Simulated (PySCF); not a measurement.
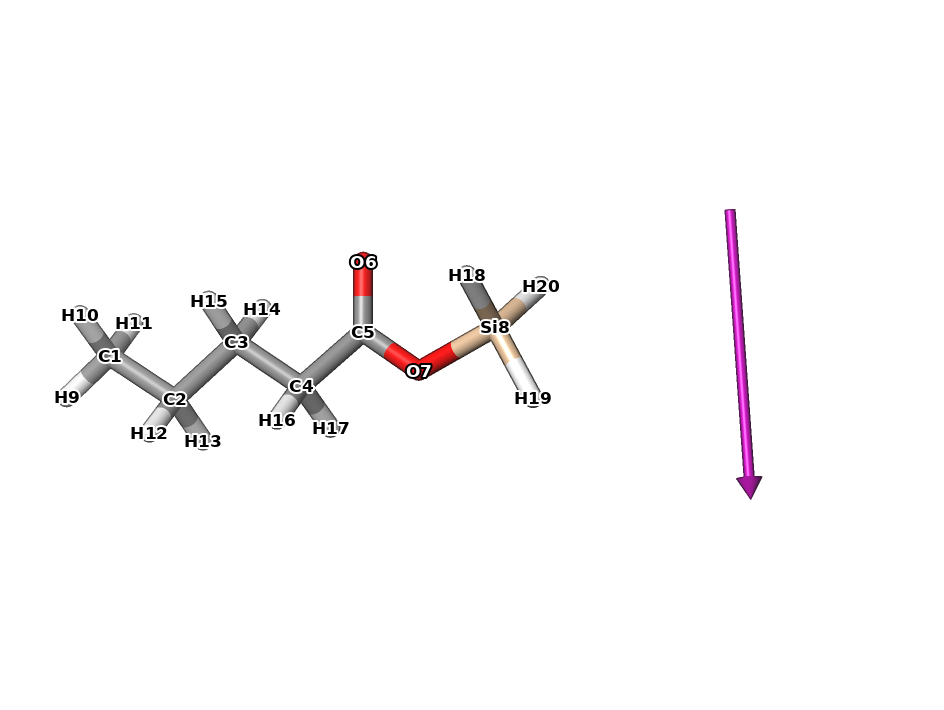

The arrow beside the molecule shows the direction of the dipole moment, from the negative to the positive end (its length means nothing). Computed geometry: GFN2-xTB optimisation. No frequency run is at hand to confirm it as a minimum. Level of theory: PBE0/pcSseg-1, gas phase (PySCF 2.14.0).

**Estimate the dipole moment.**

1.68 D; it points from the side of O6 to the side of H19 (the outermost atoms at the two ends).

The geometry is semi-empirical. Around Si such bond lengths and angles can be off by a tenth of an ångström or more and by several degrees, and values that hang on the shape move with them.
